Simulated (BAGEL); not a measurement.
# CF (SMILES [C]F): ROHF/6-31G(d) (density fitting with cc-pvqz-jkfit, spherical functions)

Aim: the vertical doublet–quartet gap of CF at ROHF/6-31G* (density fitting with cc-pvqz-jkfit, spherical functions), from 2 runs. 

The results are computed with BAGEL 1.2.2.

1 further run of the same task is left out (set aside as unsound or not needed).

## Step 1: Starting point

CF has 2 atoms, charge 0, and is taken as a doublet. SMILES: `[C]F`. The shape is that of a PBE0-D4/def2-TZVP optimisation.

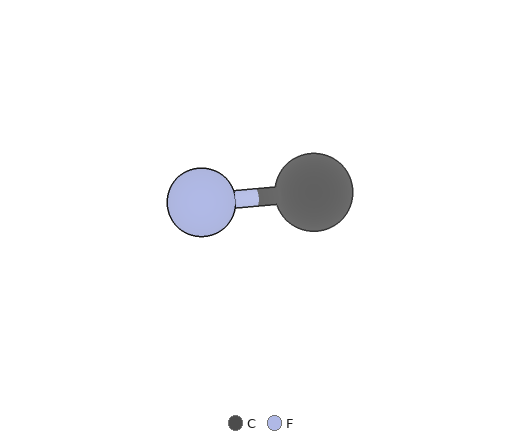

The structure, seen from a chosen angle (carbon dark grey, fluorine light blue).

## Step 2: A single-point energy at ROHF/6-31G(d) (density fitting with cc-pvqz-jkfit, spherical functions)

Contents of hf.json:

```json
{ "bagel": [

{
  "title": "molecule",
  "basis": "6-31gs.json",
  "df_basis": "cc-pvqz-jkfit",
  "angstrom": true,
  "geometry": [
    { "atom": "C", "xyz": [    0.000000,    0.000000,    0.003080 ] },
    { "atom": "F", "xyz": [    0.000000,    0.000000,    1.271320 ] }
  ]
},
{ "title": "rohf", "nopen": 1 },
{ "title": "print", "file": "orbitals.molden", "orbitals": true }

]}
```

The basis set 6-31G* is read from a file made from the Basis Set Exchange's data (not shown).

Launch:

```bash
$ BAGEL_NUM_THREADS=1 BAGEL hf.json > hf.out
```

Log:

```text
* using 1 threads per process

  ===============================================================
  ===============================================================

  *** Geometry ***

  { "atom" : "C", "xyz" : [      0.000000,      0.000000,      0.005820 ] },
  { "atom" : "F", "xyz" : [      0.000000,      0.000000,      2.402447 ] },

  Number of auxiliary basis functions:      212

  Since a DF basis is specified, we compute 2- and 3-index integrals:
    o Being stored without compression. Storage requirement is 0.001 GB

  Number of basis functions:       28
  Number of electrons      :       15

    * METHOD: MOLECULE                             0.02

  *** Open-shell HF ***

  === Nuclear Repulsion ===
    22.5316733238

      * DIIS with orbital gradients will be used.

  === ROHF iteration (6-31gs.json) ===
      0       -137.09412812          0.06621138           0.01
      1       -137.13498690          0.04795586           0.01
      2       -137.15151033          0.03115925           0.00
      3       -137.16458029          0.00170939           0.00
      4       -137.16471849          0.00042369           0.00
      5       -137.16474819          0.00012745           0.00
      6       -137.16475297          0.00001805           0.00
      7       -137.16475553          0.00000428           0.00
      8       -137.16475561          0.00000100           0.00
      9       -137.16475563          0.00000031           0.00
     10       -137.16475564          0.00000016           0.00
     11       -137.16475564          0.00000002           0.00
     12       -137.16475564          0.00000001           0.00
    * SCF iteration converged.

    * S^2 (ROHF) is 0.7500

    * Permanent dipole moment:
           (    0.000000,     0.000000,    -0.158305) a.u.

    * METHOD: ROHF                                 0.10

    * METHOD: PRINT                                0.00

  ===============================================================
```

Wall time 0.25 s (1 thread of Arm Neoverse V1, shared host).

## Step 3: The quartet at the same level

Contents of calc.json:

```json
{ "bagel" : [

{
  "title" : "molecule",
  "basis" : "6-31gs.json",
  "df_basis" : "cc-pvqz-jkfit",
  "angstrom" : "true",
  "geometry" : [
    { "atom" : "C", "xyz" : [       0.000000,       0.000000,       0.003080 ] },
    { "atom" : "F", "xyz" : [       0.000000,       0.000000,       1.271320 ] }
  ]
},

{ "title" : "rohf", "nopen" : 3 },

{ "title" : "print", "file" : "orbitals.molden", "orbitals" : "true" }

]}
```

The basis set 6-31G* is read from a file made from the Basis Set Exchange's data (not shown).

Launch:

```bash
$ BAGEL_NUM_THREADS=1 BAGEL calc.json > calc.out
```

Log:

```text
* using 1 threads per process

  ===============================================================
  ===============================================================

  *** Geometry ***

  { "atom" : "C", "xyz" : [      0.000000,      0.000000,      0.005820 ] },
  { "atom" : "F", "xyz" : [      0.000000,      0.000000,      2.402447 ] },

  Number of auxiliary basis functions:      212

  Since a DF basis is specified, we compute 2- and 3-index integrals:
    o Being stored without compression. Storage requirement is 0.001 GB

  Number of basis functions:       28
  Number of electrons      :       15

    * METHOD: MOLECULE                             0.02

  *** Open-shell HF ***

  === Nuclear Repulsion ===
    22.5316733238

      * DIIS with orbital gradients will be used.

  === ROHF iteration (6-31gs.json) ===
      0       -137.00051033          0.05140421           0.00
      1       -137.05718962          0.03352043           0.00
      2       -137.07302776          0.02004385           0.01
      3       -137.08051065          0.00397576           0.00
      4       -137.08141119          0.00050941           0.00
      5       -137.08161486          0.00014031           0.00
      6       -137.08162920          0.00004432           0.00
      7       -137.08162720          0.00001447           0.00
      8       -137.08162747          0.00000288           0.01
      9       -137.08162768          0.00000060           0.00
     10       -137.08162768          0.00000012           0.00
     11       -137.08162768          0.00000002           0.00
     12       -137.08162768          0.00000001           0.01
    * SCF iteration converged.

    * S^2 (ROHF) is 3.7500

    * Permanent dipole moment:
           (   -0.000000,     0.000000,     0.436087) a.u.

    * METHOD: ROHF                                 0.09

    * METHOD: PRINT                                0.00

  ===============================================================
```

It took 0.25 s on 1 thread of Arm Neoverse V1, shared host.

## Step 4: What came out

Level: ROHF/6-31G* (density fitting with cc-pvqz-jkfit, spherical functions).

| quantity | value |
| --- | --- |
| doublet: total energy | -137.16476 Eh |
| doublet: dipole moment | 0.40 D |
| doublet: ⟨S²⟩ | 0.750 |
| quartet: total energy | -137.08163 Eh |
| quartet: dipole moment | 1.11 D |
| quartet: ⟨S²⟩ | 3.750 |
| vertical energy of the quartet above the doublet | 2.262 eV |

What this shows: At this shape the quartet lies 2.26 eV (52 kcal/mol) above the doublet.
